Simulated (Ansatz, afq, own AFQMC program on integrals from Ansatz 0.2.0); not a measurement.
# SiO (singlet): quantum Monte Carlo beside coupled cluster, cc-pVTZ

How near does AFQMC come to the top of the ladder for SiO (singlet)?

Computed with Ansatz 0.2.0, Gaussian basis, and an in-house AFQMC program (afq) on its integrals; all values are calculated. Level: cc-pVTZ, frozen cores.

Plan: PBE (unrestricted); r2SCAN (unrestricted); PBE0 (unrestricted); B3LYP (unrestricted); wB97M-V (unrestricted); B2PLYP (unrestricted); CCSD(T) on RHF; CCSDT(Q) on RHF; Phaseless AFQMC, CISD trial on RHF; Phaseless AFQMC, single-determinant trial on RHF; UHF.

1 further run of the same task is left out (it didn't finish).

### 1 The geometry

The geometry is a PBE0/def2-TZVP stationary point (not a proven minimum).

2 atoms, charge 0, spin multiplicity 1.

Atoms are counted from 1 here; the program's logs count them from 0.

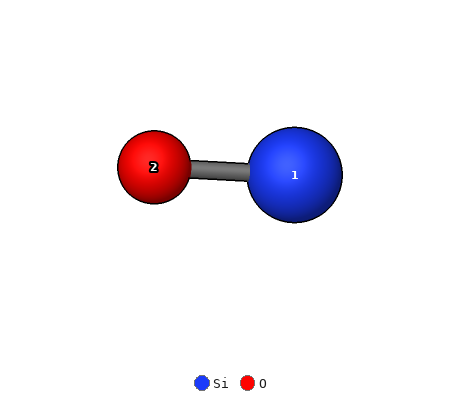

The geometry (silicon blue, oxygen red); atoms are numbered from 1 in the order of the file.

### 2 PBE (unrestricted)

in.yaml reads:

```yaml
crystal:
  periodic: [false, false, false]
  atoms:
    - {symbol: Si, position_ang: [0.000000, 0.000000, 0.000000]}
    - {symbol: O, position_ang: [0.000000, 0.000000, 1.508831]}
basis:
  gaussian: {orbitals: cc-pVTZ}
magnetization: {spin_polarized: true, initial_magnetization: 0}
hamiltonian: {xc: {name: PBE}}
output: {orbitals: {seedname: orbitals}}
```

Command:

```console
$ ansatz run in.yaml --threads 1 --pin off --events-out ev --progress --plain --max-ram 1843MiB
```

Log:

```text
Functional definition: PBE
  name "PBE"
  cite "Perdew, Burke & Ernzerhof, Phys. Rev. Lett. 77, 3865 (1996) doi:10.1103/PhysRevLett.77.3865"
  parent pbe
  parameter kappa = 0.804
  parameter beta = 0.06672455060314922
  exchange = pbe_x(kappa = kappa, mu = beta*pi^2/3)
  correlation = pbe_c(beta = beta)
442 factors; their error is unknown
mean field evaluation 1: about -9909.2582 eV, gradient 5.3e1 eV
mean field evaluation 2: about -9741.9739 eV, gradient 1.4e2 eV
mean field evaluation 4: about -9918.9646 eV, gradient 1.2e1 eV
mean field evaluation 8: about -9919.6642 eV, gradient 1.2e-1 eV
mean field evaluation 16: about -9919.6362 eV, gradient 1.3e-5 eV
mean field -9919.63624436 eV, -364.5399082092 hartree, gradient 1.3e-5 eV, S^2 0.000000; 0 other end points of the search recorded, 0 dependent functions left out
reference -9919.63626663 eV, -364.5399090278 hartree; 11, 11 occupied and 53, 53 virtual orbitals, 442 factors
Total energy: -9919.63626663 eV, -364.5399090278 hartree
```

It took 0.87 s on 1 thread of Arm Neoverse V2, shared host.

From the report: ⟨S²⟩ of the determinant 0.000 (pure singlet: 0.00).

### 3 r2SCAN (unrestricted)

in.yaml, as its differences from that of step 2:

```diff
@@ -8,3 +8,2 @@
 magnetization: {spin_polarized: true, initial_magnetization: 0}
-hamiltonian: {xc: {name: PBE}}
-output: {orbitals: {seedname: orbitals}}
+hamiltonian: {xc: {name: r2SCAN}}
```

Launched as before.

Log:

```text
Functional definition: r2SCAN
  name "r2SCAN"
  cite "Furness, Kaplan, Ning, Perdew & Sun, J. Phys. Chem. Lett. 11, 8208 (2020) doi:10.1021/acs.jpclett.0c02405"
  cite "Furness, Kaplan, Ning, Perdew & Sun, J. Phys. Chem. Lett. 11, 9248 (2020) doi:10.1021/acs.jpclett.0c03077"
  parent r2scan
  parameter k0 = 0.174
  parameter k1 = 0.065
  parameter a1 = 4.9479
  exchange = r2scan_x(k0 = k0, k1 = k1, a1 = a1)
  correlation = r2scan_c
442 factors; their error is unknown
mean field evaluation 1: about -9914.6617 eV, gradient 5.0e1 eV
mean field evaluation 2: about -9769.7764 eV, gradient 1.4e2 eV
mean field evaluation 4: about -9923.5784 eV, gradient 8.2e0 eV
mean field evaluation 8: about -9923.9156 eV, gradient 1.3e-1 eV
mean field evaluation 16: about -9923.8894 eV, gradient 2.6e-6 eV
mean field -9923.88940112 eV, -364.6962088372 hartree, gradient 2.6e-6 eV, S^2 0.000000; 0 other end points of the search recorded, 0 dependent functions left out
reference -9923.88940917 eV, -364.6962091333 hartree; 11, 11 occupied and 53, 53 virtual orbitals, 442 factors
Total energy: -9923.88940917 eV, -364.6962091333 hartree
```

It took 2.2 s on 1 thread of Arm Neoverse V2, shared host.

From the report: ⟨S²⟩ of the determinant 0.000 (pure singlet: 0.00).

### 4 PBE0 (unrestricted)

in.yaml, as its differences from that of step 3:

```diff
@@ -8,2 +8,3 @@
 magnetization: {spin_polarized: true, initial_magnetization: 0}
-hamiltonian: {xc: {name: r2SCAN}}
+hamiltonian: {xc: {name: PBE0}}
+output: {orbitals: {seedname: orbitals}}
```

Launched as before.

Log:

```text
Functional definition: PBE0
  name "PBE0"
  cite "Adamo & Barone, J. Chem. Phys. 110, 6158 (1999) doi:10.1063/1.478522"
  cite "Perdew, Burke & Ernzerhof, Phys. Rev. Lett. 77, 3865 (1996) doi:10.1103/PhysRevLett.77.3865"
  parent pbe
  parameter a = 0.25
  parameter kappa = 0.804
  parameter beta = 0.06672455060314922
  exchange = (1 - a)*pbe_x(kappa = kappa, mu = beta*pi^2/3) + a*exact_x
  correlation = pbe_c(beta = beta)
451 factors; their error is unknown
mean field evaluation 1: about -9911.7672 eV, gradient 4.7e1 eV
mean field evaluation 2: about -9814.2574 eV, gradient 1.3e2 eV
mean field evaluation 4: about -9919.9775 eV, gradient 2.8e0 eV
mean field evaluation 8: about -9920.0450 eV, gradient 1.1e-1 eV
mean field evaluation 16: about -9920.0450 eV, gradient 1.2e-5 eV
mean field -9920.04502953 eV, -364.5549307873 hartree, gradient 1.2e-5 eV, S^2 0.000000; 0 other end points of the search recorded, 0 dependent functions left out
reference -9920.04504638 eV, -364.5549314066 hartree; 11, 11 occupied and 53, 53 virtual orbitals, 451 factors
Total energy: -9920.04504638 eV, -364.5549314066 hartree
```

Wall time 0.87 s (1 thread of Arm Neoverse V2, shared host).

From the report: ⟨S²⟩ of the determinant 0.000 (pure singlet: 0.00).

### 5 B3LYP (unrestricted)

in.yaml, as its differences from that of step 4:

```diff
@@ -8,3 +8,2 @@
 magnetization: {spin_polarized: true, initial_magnetization: 0}
-hamiltonian: {xc: {name: PBE0}}
-output: {orbitals: {seedname: orbitals}}
+hamiltonian: {xc: {name: B3LYP}}
```

The command is unchanged.

Log (excerpt; [...] marks lines left out):

```text
Functional definition: B3LYP
  name "B3LYP"
  cite "Stephens, Devlin, Chabalowski & Frisch, J. Phys. Chem. 98, 11623 (1994) doi:10.1021/j100096a001"
  cite "Becke, Phys. Rev. A 38, 3098 (1988) doi:10.1103/PhysRevA.38.3098"
  cite "Lee, Yang & Parr, Phys. Rev. B 37, 785 (1988) doi:10.1103/PhysRevB.37.785"
  cite "Vosko, Wilk & Nusair, Can. J. Phys. 58, 1200 (1980) doi:10.1139/p80-159"
[...]
451 factors; their error is unknown
[...]
mean field -9926.24174832 eV, -364.7826560026 hartree, gradient 4.5e-5 eV, S^2 0.000000; 0 other end points of the search recorded, 0 dependent functions left out
reference -9926.24189990 eV, -364.7826615728 hartree; 11, 11 occupied and 53, 53 virtual orbitals, 451 factors
Total energy: -9926.24189990 eV, -364.7826615728 hartree
```

It took 0.93 s on 1 thread of Arm Neoverse V2, shared host.

From the report: ⟨S²⟩ of the determinant 0.000 (pure singlet: 0.00).

### 6 wB97M-V (unrestricted)

in.yaml, as its differences from that of step 5:

```diff
@@ -8,2 +8,3 @@
 magnetization: {spin_polarized: true, initial_magnetization: 0}
-hamiltonian: {xc: {name: B3LYP}}
+hamiltonian: {xc: {name: wB97M-V}}
+output: {orbitals: {seedname: orbitals}}
```

The command is unchanged.

Log (excerpt; [...] marks lines left out):

```text
Functional definition: wB97M-V
  name "wB97M-V"
  cite "Mardirossian & Head-Gordon, J. Chem. Phys. 144, 214110 (2016) doi:10.1063/1.4952647"
  cite "Becke, J. Chem. Phys. 107, 8554 (1997) doi:10.1063/1.475007"
  cite "Vydrov & Van Voorhis, J. Chem. Phys. 133, 244103 (2010) doi:10.1063/1.3521275"
  # Of w^i u^j: cxij and so on, Table III.
[...]
  gx(w, u) = 1 - cx + cx01*u + cx10*w
  gss(w, u) = css00 + css04*u^4 + css10*w + css20*w^2 + css43*w^4*u^3
  gos(w, u) = cos00 + cos10*w + (cos20 + cos21*u)*w^2 + (cos60 + cos61*u)*w^6
[...]
      + integral(e_c_pw_mod_opposite_spin*gos(b97_w_opposite, b97_u_opposite)) + vv10(b, c)
451 factors; their error is unknown
79 factors; integrals over basis functions are off by at most 1.3e-4 eV
[...]
mean field -9924.87647799 eV, -364.7324832431 hartree, gradient 6.6e-5 eV, S^2 0.000000; 0 other end points of the search recorded, 0 dependent functions left out
reference -9924.87650569 eV, -364.7324842613 hartree; 11, 11 occupied and 53, 53 virtual orbitals, 451 factors
Total energy: -9924.87650569 eV, -364.7324842613 hartree
```

It took 2.9 s on 1 thread of Arm Neoverse V2, shared host.

From the report: ⟨S²⟩ of the determinant 0.000 (pure singlet: 0.00).

### 7 B2PLYP (unrestricted)

in.yaml, as its differences from that of step 6:

```diff
@@ -8,3 +8,3 @@
 magnetization: {spin_polarized: true, initial_magnetization: 0}
-hamiltonian: {xc: {name: wB97M-V}}
-output: {orbitals: {seedname: orbitals}}
+hamiltonian: {xc: {name: B2PLYP}}
+correlation: {electrons: outside_noble_gas}
```

Same command.

Log (excerpt; [...] marks lines left out):

```text
Functional definition: B2PLYP
  name "B2PLYP"
  cite "Grimme, J. Chem. Phys. 124, 034108 (2006) doi:10.1063/1.2148954"
  cite "Becke, Phys. Rev. A 38, 3098 (1988) doi:10.1103/PhysRevA.38.3098"
  cite "Lee, Yang & Parr, Phys. Rev. B 37, 785 (1988) doi:10.1103/PhysRevB.37.785"
[...]
391 factors; integrals over basis functions are off by at most 1.8e-3 eV
[...]
mean field -9918.29525090 eV, -364.4906276085 hartree, gradient 1.3e-6 eV, S^2 0.000000; 2 other end points of the search recorded, 0 dependent functions left out
6 core orbitals not correlated: weight in the atoms' cores, before any rotation towards them, 1.000 or more for the frozen orbitals, at most 0.000 for the correlated occupied ones
reference -9918.29534712 eV, -364.4906311445 hartree; 5, 5 occupied and 53, 53 virtual orbitals, 391 factors
second order -11.53334018 eV of doubles, -0.00000000 eV of singles
Total energy: -9921.40934896 eV, -364.6050686016 hartree
```

Wall time 2.3 s (1 thread of Arm Neoverse V2, shared host).

From the report: ⟨S²⟩ of the determinant 0.000 (pure singlet: 0.00).

### 8 CCSD(T) on RHF

in.yaml reads:

```yaml
crystal:
  periodic: [false, false, false]
  atoms:
    - {symbol: Si, position_ang: [0.000000, 0.000000, 0.000000]}
    - {symbol: O, position_ang: [0.000000, 0.000000, 1.508831]}
basis:
  gaussian: {orbitals: cc-pVTZ}
magnetization: {spin_polarized: false}
correlation: {method: ccsd_t, electrons: outside_noble_gas, hamiltonian_folder: ham}
```

Launched as before.

Log (excerpt; [...] marks lines left out):

```text
Functional definition: HF
  name "HF"
  cite "Fock, Z. Phys. 61, 126 (1930) doi:10.1007/BF01340294"
  parent pbe
[...]
391 factors; integrals over basis functions are off by at most 1.8e-3 eV
[...]
mean field -9900.56281923 eV, -363.8389727641 hartree, gradient 8.1e-6 eV, S^2 0.000000; 0 other end points of the search recorded, 0 dependent functions left out
6 core orbitals not correlated: weight in the atoms' cores, before any rotation towards them, 1.000 or more for the frozen orbitals, at most 0.000 for the correlated occupied ones
reference -9900.56281923 eV, -363.8389727641 hartree; 5, 5 occupied and 53, 53 virtual orbitals, 391 factors
second order -9.15178205 eV of doubles, -0.00000000 eV of singles
cycle   1  -8.72211002 eV  change    4.3e-1 eV  update   1.3e-1
[...]
cycle  11  -9.19844879 eV  change    4.1e-7 eV  update   3.5e-6
perturbative correction -0.48060631 eV, -0.0176619563 hartree
Total energy: -9910.24187433 eV, -364.1946714783 hartree
```

It took 0.6 s on 1 thread of Arm Neoverse V2, shared host.

From the report: correlation -9.6791 eV; T1 0.027; largest double amplitude 0.07.

This run also writes the integrals to the folder ham.

### 9 CCSDT(Q) on RHF

in.yaml, as its differences from that of step 8:

```diff
@@ -8,2 +8,2 @@
 magnetization: {spin_polarized: false}
-correlation: {method: ccsd_t, electrons: outside_noble_gas, hamiltonian_folder: ham}
+correlation: {method: ccsdt_q, electrons: outside_noble_gas}
```

Launched as before.

Log (excerpt; [...] marks lines left out):

```text
Functional definition: HF
  name "HF"
  cite "Fock, Z. Phys. 61, 126 (1930) doi:10.1007/BF01340294"
  parent pbe
[...]
748 factors; integrals over basis functions are off by at most 1.6e-7 eV
[...]
mean field -9900.56286798 eV, -363.8389745556 hartree, gradient 9.0e-6 eV, S^2 0.000000; 0 other end points of the search recorded, 0 dependent functions left out
6 core orbitals not correlated: weight in the atoms' cores, before any rotation towards them, 1.000 or more for the frozen orbitals, at most 0.000 for the correlated occupied ones
reference -9900.56286798 eV, -363.8389745556 hartree; 5, 5 occupied and 53, 53 virtual orbitals, 748 factors
second order -9.15179730 eV of doubles, -0.00000000 eV of singles
cycle   1  -8.72209903 eV  change    4.3e-1 eV  update   1.4e-1
[...]
cycle  16  -9.68538783 eV  change    5.3e-7 eV  update   9.3e-7
perturbative correction -0.04616136 eV, -0.0016963987 hartree
Total energy: -9910.29441717 eV, -364.1966023921 hartree
```

Wall time 22 s (1 thread of Arm Neoverse V2, shared host); peak memory 0.42 GiB.

From the report: correlation -9.7315 eV; T1 0.028; largest double amplitude 0.08.

### 10 Phaseless AFQMC, CISD trial on RHF

It reads the integrals that the CCSD(T) run on this determinant wrote.

Command:

```console
$ afq ham --method phaseless --trial cisd --walkers 60 --populations 1 --least-time 40 --time-step 0.005 --steps-per-block 50 --equilibration-blocks 28 --max-blocks 300 --target-error 0.00038 --factor-cut 1e-05 --seed 4188 --release-times 0.24,0.51,0.99,1.62,2.4 --release-step 0.03 --release-every 4 --taylor-order 6
```

Log:

```text
orbitals 58  electrons 5 5  factors 381 of 391
reference energy -363.83897276 Eh
CCSD correlation -0.33803672 Eh in 11 cycles, weight of the determinant in the CISD state 0.8702
energy of the start -364.177009 Eh
 block  time / (1/Eh)  mean weight  energy / Eh
     1     0.250  0.9999  -364.175052
     2     0.500  1.0018  -364.181854
     3     0.750  0.9969  -364.177027
     4     1.000  0.9989  -364.186334
     5     1.250  1.0019  -364.188963
     6     1.500  0.9999  -364.188646
     7     1.750  1.0057  -364.191108
     8     2.000  0.9969  -364.184690
     9     2.250  0.9993  -364.199014
    10     2.500  1.0004  -364.188122
    17     4.250  0.9992  -364.200434
    25     6.250  0.9980  -364.199034
    33     8.250  1.0018  -364.213124
    41    10.250  0.9964  -364.196737
    49    12.250  0.9985  -364.187270
    57    14.250  0.9970  -364.217221
    65    16.250  0.9984  -364.199190
    73    18.250  0.9972  -364.174211
    81    20.250  1.0005  -364.186011
    89    22.250  1.0001  -364.203120
    97    24.250  1.0027  -364.195703
   105    26.250  1.0018  -364.217506
   113    28.250  0.9979  -364.215718
   121    30.250  1.0000  -364.207501
   129    32.250  0.9948  -364.193064
   137    34.250  0.9984  -364.201436
   145    36.250  0.9978  -364.188971
   153    38.250  1.0021  -364.194214
   161    40.250  0.9989  -364.192328
   169    42.250  1.0008  -364.228451
   177    44.250  0.9988  -364.189740
   185    46.250  0.9999  -364.189102
   193    48.250  0.9963  -364.196951
   201    50.250  1.0017  -364.191161
   209    52.250  1.0013  -364.200568
   217    54.250  0.9987  -364.195534
   225    56.250  1.0025  -364.214396
   233    58.250  1.0002  -364.192356
   241    60.250  0.9992  -364.188057
   249    62.250  1.0040  -364.189801
   257    64.250  0.9995  -364.188833
   265    66.250  1.0020  -364.190647
   273    68.250  1.0000  -364.189413
   281    70.250  1.0012  -364.188788
   289    72.250  0.9981  -364.184713
   297    74.250  0.9980  -364.192578
   305    76.250  0.9981  -364.184155
   313    78.250  1.0024  -364.195087
   321    80.250  0.9966  -364.186785
blocks merged  error / Eh  count
     1  0.000608  300
     2  0.000687  150
     4  0.000787  75
     8  0.000796  37
    16  0.000663  18
    32  0.000785  9
released: time / (1/Eh)  energy / Eh  error  mean overlap
  0.24  -364.194226  0.001104  1.0032
  0.51  -364.195391  0.000876  0.9958
  0.99  -364.195779  0.001375  0.9799
  1.62  -364.196190  0.001312  0.9891
  2.40  -364.195669  0.001635  0.9792
energy -364.196010 +/- 0.000796 Eh
```

Run time: 8.2 min. Hardware: 1 thread of Arm Neoverse V2, shared host; peak memory 0.35 GiB.

Energy -9910.2783 ± 0.0217 eV. Caveats: constraint bias not in the error; error above the target.

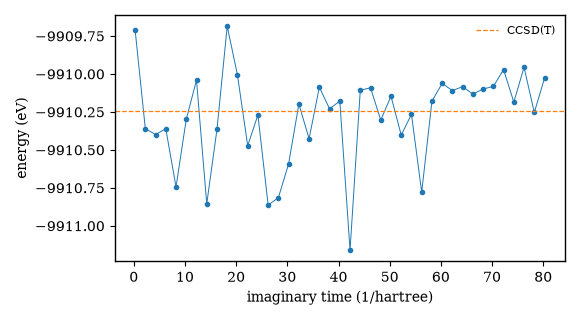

Block energies along the walk.

### 11 Phaseless AFQMC, single-determinant trial on RHF

It reads the integrals that the CCSD(T) run on this determinant wrote.

Command:

```console
$ afq ham --method phaseless --trial hf --walkers 120 --populations 1 --least-time 40 --time-step 0.005 --steps-per-block 20 --equilibration-blocks 112 --max-blocks 600 --target-error 0.00114 --factor-cut 1e-05 --seed 2717 --taylor-order 6
```

Log:

```text
orbitals 58  electrons 5 5  factors 381 of 391
reference energy -363.83897276 Eh
CCSD correlation -0.33803672 Eh in 11 cycles, weight of the determinant in the CISD state 0.8702
energy of the start -363.838973 Eh
 block  time / (1/Eh)  mean weight  energy / Eh
     1     0.100  0.9999  -363.951434
     2     0.200  1.0033  -364.011363
     3     0.300  1.0023  -364.054816
     4     0.400  1.0049  -364.072523
     5     0.500  1.0038  -364.079077
     6     0.600  1.0051  -364.101341
     7     0.700  1.0014  -364.140522
     8     0.800  0.9996  -364.132205
     9     0.900  0.9992  -364.101390
    10     1.000  0.9996  -364.096637
    18     1.800  1.0007  -364.172302
    35     3.500  1.0025  -364.160850
    52     5.200  1.0024  -364.238989
    69     6.900  0.9991  -364.211459
    86     8.600  0.9948  -364.154036
   103    10.300  0.9991  -364.190264
   120    12.000  1.0028  -364.178411
   137    13.700  1.0012  -364.228306
   154    15.400  0.9995  -364.192084
   171    17.100  1.0001  -364.265784
   188    18.800  1.0011  -364.209993
   205    20.500  0.9978  -364.210022
   222    22.200  1.0000  -364.229025
   239    23.900  1.0000  -364.199647
   256    25.600  0.9982  -364.200539
   273    27.300  0.9983  -364.175512
   290    29.000  0.9989  -364.159970
   307    30.700  1.0001  -364.235386
   324    32.400  0.9997  -364.227541
   341    34.100  1.0005  -364.183295
   358    35.800  0.9992  -364.177098
   375    37.500  0.9992  -364.188801
   392    39.200  1.0023  -364.235418
   409    40.900  1.0008  -364.203608
   426    42.600  0.9976  -364.177760
   443    44.300  0.9970  -364.212241
   460    46.000  1.0021  -364.206816
   477    47.700  1.0012  -364.164744
   494    49.400  0.9979  -364.204493
   511    51.100  0.9987  -364.189788
   528    52.800  1.0007  -364.174818
   545    54.500  1.0014  -364.224553
   562    56.200  0.9989  -364.220655
   579    57.900  1.0000  -364.200030
   596    59.600  1.0010  -364.214822
   613    61.300  0.9983  -364.228364
   630    63.000  1.0003  -364.235284
   647    64.700  1.0003  -364.159624
   664    66.400  1.0017  -364.250161
   681    68.100  0.9998  -364.202438
   698    69.800  0.9987  -364.192565
blocks merged  error / Eh  count
     1  0.001408  600
     2  0.001838  300
     4  0.002435  150
     8  0.002963  75
    16  0.003145  37
    32  0.003768  18
    64  0.002382  9
energy -364.202598 +/- 0.003768 Eh
```

Run time: 5.3 min. Hardware: 1 thread of Arm Neoverse V2, shared host; peak memory 0.35 GiB.

Energy -9910.4576 ± 0.1025 eV. The run doesn't count as converged. Caveats: constraint bias not in the error; error above the target.

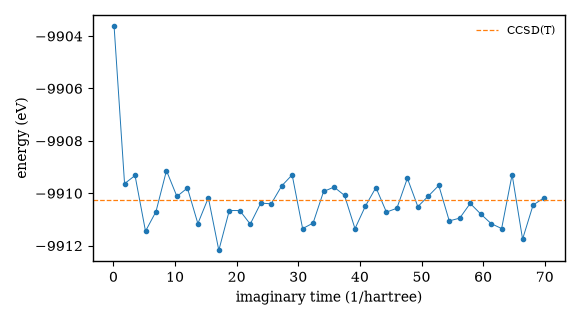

Block energies along the walk.

### 12 UHF

in.yaml reads:

```yaml
crystal:
  periodic: [false, false, false]
  atoms:
    - {symbol: Si, position_ang: [0.000000, 0.000000, 0.000000]}
    - {symbol: O, position_ang: [0.000000, 0.000000, 1.508831]}
basis:
  gaussian: {orbitals: cc-pVTZ}
magnetization: {spin_polarized: true, initial_magnetization: 0}
hamiltonian: {xc: hf}
output: {orbitals: {seedname: orbitals}}
```

Command:

```console
$ ansatz run in.yaml --threads 1 --pin off --events-out ev --progress --plain --max-ram 1843MiB
```

Log:

```text
Functional definition: HF
  name "HF"
  cite "Fock, Z. Phys. 61, 126 (1930) doi:10.1007/BF01340294"
  parent pbe
  exchange = exact_x
  correlation = 0
571 factors; their error is unknown
mean field evaluation 1: about -9895.5923 eV, gradient 3.4e1 eV
mean field evaluation 2: about -9894.4594 eV, gradient 4.0e1 eV
mean field evaluation 4: about -9900.3503 eV, gradient 3.8e-1 eV
mean field evaluation 8: about -9900.5625 eV, gradient 8.3e-4 eV
mean field evaluation 16: about -9899.6079 eV, gradient 7.4e0 eV
mean field evaluation 32: about -9896.9417 eV, gradient 1.8e0 eV
mean field -9900.56254332 eV, -363.8389626246 hartree, gradient 2.4e-5 eV, S^2 0.000000; 0 other end points of the search recorded, 0 dependent functions left out
reference -9900.56254332 eV, -363.8389626246 hartree; 11, 11 occupied and 53, 53 virtual orbitals, 571 factors
Total energy: -9900.56254332 eV, -363.8389626246 hartree
```

It took 0.66 s on 1 thread of Arm Neoverse V2, shared host; peak memory 0.35 GiB.

From the report: ⟨S²⟩ of the determinant 0.000 (pure singlet: 0.00).

### 13 AFQMC on the ladder

On the RHF determinant, counted from CCSDT(Q) (a yardstick, not exact):

```
                                              level  energy (eV)  from CCSDT(Q) (kcal/mol)  statistical error (kcal/mol)     time
                                                 HF   -9900.5628                   +224.42                                       
                                                MP2   -9909.7146                    +13.37                                       
                                               CCSD   -9909.7613                    +12.29                                       
                                            CCSD(T)   -9910.2419                     +1.21                                       
                                           CCSDT(Q)   -9910.2944                      0.00                                       
Phaseless AFQMC, CISD trial, step 0.005, 60 walkers   -9910.2783                     +0.37                          0.50  8.2 min
```

The functionals' totals stand on their own zeros and serve differences with other points: PBE -9919.636 eV; r2SCAN -9923.889 eV; PBE0 -9920.045 eV; B3LYP -9926.242 eV; wB97M-V -9924.877 eV; B2PLYP -9921.409 eV.

### 14 Summary of results

```
                                        quantity                  value
                    CCSD(T) on RHF from CCSDT(Q)         +1.21 kcal/mol
Phaseless AFQMC, CISD trial on RHF from CCSDT(Q)  +0.37 ± 0.50 kcal/mol
```

What this shows: On RHF the phaseless walk with the CISD trial lies +0.37 kcal/mol from CCSDT(Q), within three error bars. Error bars are statistical and leave out the constraint, the time step and what remains of the start.
